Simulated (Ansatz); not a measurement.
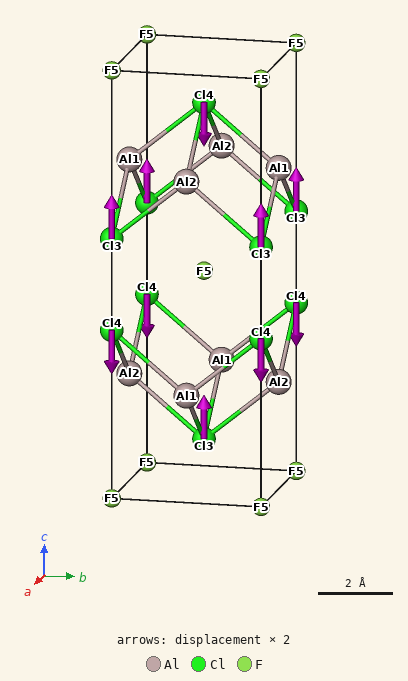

A relaxation of a crystal of Al2Cl2F (a generated structure, set up in I4/mmm) (coarse preliminary run). The starting structure is drawn; purple arrows show the displacements (the part carried along by the change of the cell is left out), 2 times their true length.

The picture is a ball-and-stick view of the conventional cell (2 times the calculation's cell), seen slightly off an axis. Lengths and directions refer to the drawn axes.

Theory: DFT PBE, scalar-relativistic, plane waves, PAW (Ansatz).

The input:
```yaml
crystal:
  lattice:
    - [-2.09733954, 2.09733954, 6.02999431]
    - [2.09733954, -2.09733954, 6.02999431]
    - [2.09733954, 2.09733954, -6.02999431]
  atoms:
    - { symbol: Al, position: [0.75, 0.25, 0.5] }
    - { symbol: Al, position: [0.25, 0.75, 0.5] }
    - { symbol: Cl, position: [0.60687602, 0.60687602, 0.0] }
    - { symbol: Cl, position: [0.39312398, 0.39312398, 0.0] }
    - { symbol: F, position: [0.0, 0.0, 0.0] }
basis:
  ecutwfc: 420
kpoints:
  mp_grid: { grid: [6, 6, 6] }
hamiltonian:
  xc: pbe
scf:
  occupations: { method: gaussian, width: 0.1 }
  lower_state_search: "off"
output:
  forces: true
  stress: true
  eigenvalues: true
relax:
  adjacent_minimum: "off"
  f_tol: 0.04
  max_steps: 70
  cell: { stress_tol: 0.4 }
```

Launched with:
```bash
ansatz run input.yaml --threads 1 --pin off --max-ram 2560MiB --backend cpu --events-out ev --progress --plain --runs-dir out
```

**Which element moves most?**

Chlorine: up to 0.63 Å, against 0.00 Å for aluminium.

**Describe the change and its energy.**

Over 11 accepted moves (13 points after the start) the energy falls by 382 meV per atom. The largest force component goes from 0.4 to 0.0021 eV/Å. The pressure goes from 0.92 to 0.05 GPa. At 2 points the geometry stayed and the basis and grid were re-selected for the new cell (energy shift of 38.3 meV per atom at most each time). The largest moves relative to the cell, 0.63 Å, are those of Cl3 and Cl4. Cl4 goes along −c. Al and F stay in place. Cell: a = b 4.195 → 5.055 Å (+20.5 %), c 12.060 → 9.192 Å (−23.8 %). Volume +10.7 %. Some distances before and after: Cl3–Cl4 2.578 → 3.217 Å, Al1–Cl3 2.716 → 2.620 Å. Among the angles between lasting bonds that change: Cl3–Al1–Cl3 101.1° → 149.5°, Al1–Cl3–Al1 101.1° → 149.5°, Cl3–Al1–Cl4 113.8° → 94.0°. The space group stays I4/mmm (No. 139).

Limits of the set-up: an odd number of electrons was run without spin polarisation, which fails if the electron would localise.
